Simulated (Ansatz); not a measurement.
## Electronic structure of CsI (SMILES [I][Cs]) in real space

Input file:

```
crystal:
  periodic: [false, false, false]
  atoms:
    - symbol: I
      position_ang: [0.000000, 0.000000, 0.000000]
    - symbol: Cs
      position_ang: [0.000000, 0.000000, 3.315192]
basis:
  gaussian: {orbitals: def2-SVP}
hamiltonian: {xc: hf}
accuracy: high
output: {forces: true, orbitals: {seedname: orbitals}}
```

Command:

```sh
ansatz run input.yaml --threads 1 --pin off --max-ram 2610MiB --events-out events.jsonl --progress --plain --runs-dir runs
```

Geometry: measured bond length; core potentials replace the inner electrons of I and Cs.

The calculation used isolated molecule in a Gaussian basis; Hartree-Fock in Ansatz 0.2.0.

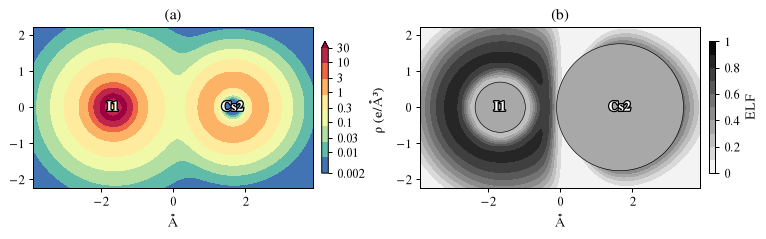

Figure 1. (a) electron density; (b) ELF on a plane that holds the molecular axis. Grey discs cover the atomic cores in the ELF map.

**What do the fields say about this system?**

The section cuts through I and Cs sites. Cs–I (3.32 Å): ρ at the midpoint is about 0.16 e/Å³; the ELF peaks at about 0.75 in the valence shell of I, 1.2 Å from its nucleus, and is about 0.15 at the midpoint (an ionic contact with no shared pair).

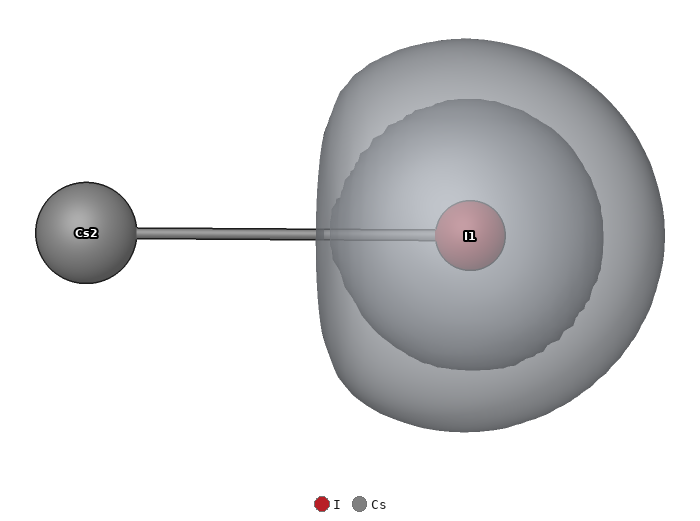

Figure 2. Isosurface of the ELF at 0.75 (grey), seen from one side. Only the valence region is drawn (cores and ρ < 0.01 e/Å³ removed).

**Identify the bonds, lone pairs and shells in this picture.**

The surface consists of one region wrapped around I (its valence shell).

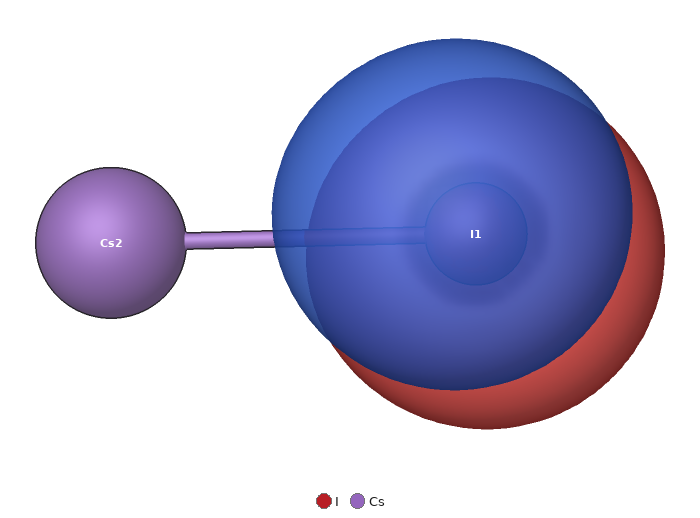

Figure 3. The HOMO at ±0.08 Å⁻³ᐟ² (blue and red are the two phases), seen from one side.

**Where does this orbital lie, and at what energy?**

By Hirshfeld shares it lies mainly on I1 (about 95 %). It is one of a degenerate set, so its orientation is arbitrary. Its energy is −7.53 eV.
